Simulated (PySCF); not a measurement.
# PHF2 (difluorophosphine): B3LYP/STO-6G

What is the vertical singlet–triplet gap of PHF2 (difluorophosphine) at B3LYP/STO-6G? The job is set up through a Python script.

The results are computed with PySCF 2.14.0.

12 further runs of the same task are left out: 6 that didn't finish, 6 set aside as unsound or not needed.

### Step 1. The structure to begin with

PHF2 has 4 atoms, charge 0, and is taken as a singlet. SMILES: `FPF`. The coordinates come from a GFN2-xTB relaxation.

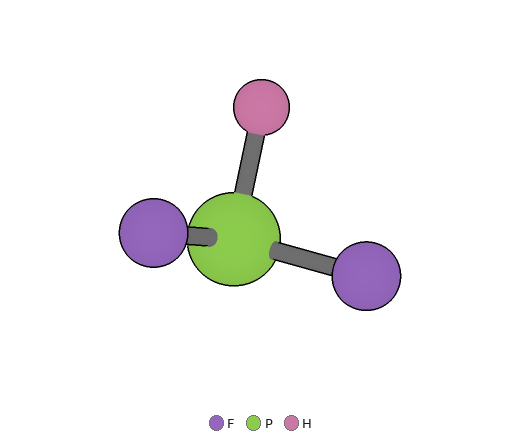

Viewed from a chosen angle; fluorine purple, phosphorus green, hydrogen pink.

### Step 2. A single-point energy at B3LYP/STO-6G

Input file input.py:

```python
# difluorophosphine
from pyscf import gto, dft

mol = gto.M(
    atom='''
F      2.268994     1.141168    -0.461188
P     -0.039306    -0.818289    -0.869274
F     -2.224510     1.257575    -0.369706
H     -0.005178    -1.580454     1.700168
''',
    basis='sto-6g',
    max_memory=1860,
    unit='bohr',
    verbose=3,
    charge=0,
)

mf = dft.RKS(mol)
mf.xc = 'b3lyp'
mf.grids.level = 5
mf.conv_tol = 1e-10
mf.kernel()
if not mf.converged:
    mf = mf.newton().run(mf.mo_coeff, mf.mo_occ)

etot = mf.e_tot
print('Final energy', etot)
```

On the command line:

```bash
$ OMP_NUM_THREADS=1 python input.py
```

What it wrote:

```text
converged SCF energy = -539.339590974723
Final energy -539.3395909747226
```

Run time: 3 s. Hardware: 1 thread of Arm Neoverse V2, shared host; peak memory 0.2 GiB.

### Step 3. The triplet

Input file calc.py:

```python
from pyscf import gto, dft

mol = gto.M(
    atom='''
F      2.268994     1.141168    -0.461188
P     -0.039306    -0.818289    -0.869274
F     -2.224510     1.257575    -0.369706
H     -0.005178    -1.580454     1.700168
''',
    max_memory=1860,
    charge=0,
    verbose=3,
    unit='bohr',
    basis='sto-6g',
    spin=2,
)

mf = dft.UKS(mol, xc='b3lyp')
mf.conv_tol = 1e-10
mf.grids.level = 5
mf.kernel()
if not mf.converged:
    mf = mf.newton().run(mf.mo_coeff, mf.mo_occ)

e_final = mf.e_tot
print(f'total energy: {e_final:.8f} hartree')
```

On the command line:

```bash
$ OMP_NUM_THREADS=1 python calc.py
```

What it wrote:

```text
WARN: HOMO 0.0523810845813372 >= LUMO -0.276859824657121

WARN: HOMO 0.157611817676179 >= LUMO 0.0244233363589456

WARN: HOMO 0.124773956349233 >= LUMO -0.044754748984683

WARN: HOMO 0.120775279054465 >= LUMO -0.0400154138244173

WARN: HOMO 0.120293917129955 >= LUMO -0.0402028851209935

WARN: HOMO 0.119797047977859 >= LUMO -0.0403950112831957

WARN: HOMO 0.119977311127694 >= LUMO -0.0401588051124954

WARN: HOMO 0.119810464707959 >= LUMO -0.0402123873648811

WARN: HOMO 0.11980622135399 >= LUMO -0.040211973860939

WARN: HOMO 0.119794021729677 >= LUMO -0.0402157502333215

WARN: HOMO 0.119792076880948 >= LUMO -0.0402158022789607

WARN: HOMO 0.119791902735164 >= LUMO -0.0402158050522056

WARN: HOMO 0.119791892947077 >= LUMO -0.0402157809361479

converged SCF energy = -539.091185406947  <S^2> = 2.0019969  2S+1 = 3.001331
total energy: -539.09118541 hartree
```

Wall time 5.7 s (1 thread of Arm Neoverse V2, shared host); peak memory 0.21 GiB.

### Step 4. Summary of results

At B3LYP/STO-6G:

| quantity | value |
| --- | --- |
| singlet: total energy | -539.33959 Eh |
| singlet: dipole moment | 0.91 D |
| singlet: HOMO energy | -3.75 eV |
| singlet: LUMO energy | 5.43 eV |
| singlet: HOMO–LUMO gap | 9.18 eV |
| triplet: total energy | -539.09119 Eh |
| triplet: dipole moment | 0.59 D |
| triplet: ⟨S²⟩ | 2.002 |
| vertical energy of the triplet above the singlet | 6.759 eV |

**Reading.** At this shape the triplet lies 6.76 eV (652 kJ/mol) above the singlet. In a minimal basis such a difference can be off by several eV, whatever the method. Mulliken charges (singlet) run from -0.24 on F1 to +0.60 on P2. Mulliken charges (triplet) run from -0.18 on F3 to +0.45 on P2.
